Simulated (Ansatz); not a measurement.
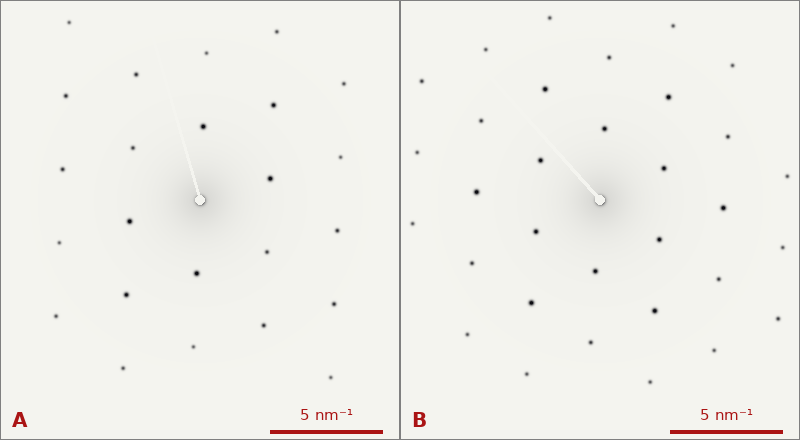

Kinematic electron diffraction patterns (120 kV, B = 0.5 Å², same scale, each along a low-index zone) of two structures of composition ReS, each relaxed at zero pressure with DFT PBE, scalar-relativistic, plane waves, PAW in Ansatz.

The structures (standard cells):
1. F-43m (No. 216), a = 5.237 Å, 8 atoms; generated start, possibly hypothetical
2. P6_3/mmc (No. 194), a = 3.595 Å, c = 5.358 Å (hexagonal axes), 4 atoms; generated start, possibly hypothetical

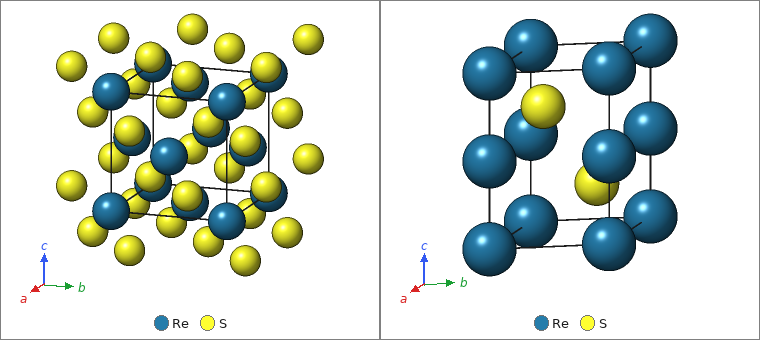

Drawings of the structures 1 to 2, from left to right (each may span several cells).

**Which pattern belongs to which structure, and along which zone?**

A is structure 1 along [110] or an equivalent direction: centred rectangular net of -1 1 -1 at d = 3.02 Å and -1 1 1 at d = 3.02 Å, 70.5° apart. B is structure 2 along [001]: hexagonal net of 1 0 0 at d = 3.11 Å and 0 1 0 at d = 3.11 Å, 60.0° apart.

**Which structure lies lowest at this level of theory, and by how much?**

Structure 1 (F-43m, 17.95 Å³ an atom) is the lowest of these; structure 2 (P6_3/mmc, 14.99 Å³ an atom) lies about 110 meV an atom higher. These are static energies at 0 K; other structures, not shown, may lie lower still.
